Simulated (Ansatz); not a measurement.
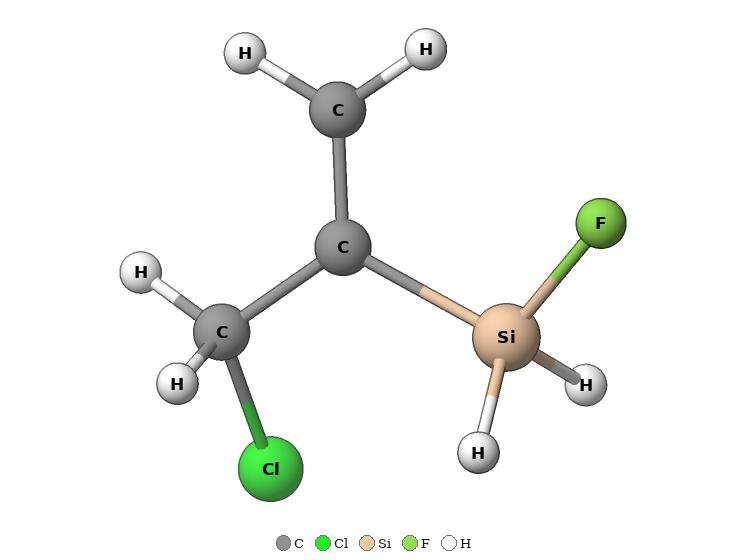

The computed structure is the end point of a PBE-D4/def2-SVP optimisation. No frequency run is at hand to confirm it as a minimum. Method: RKS PBE-D4/def2-SVP (Ansatz 0.2.0).

### Estimate the dipole moment.

1.90 D.

### What is the dispersion correction?

−29.8 kJ/mol.
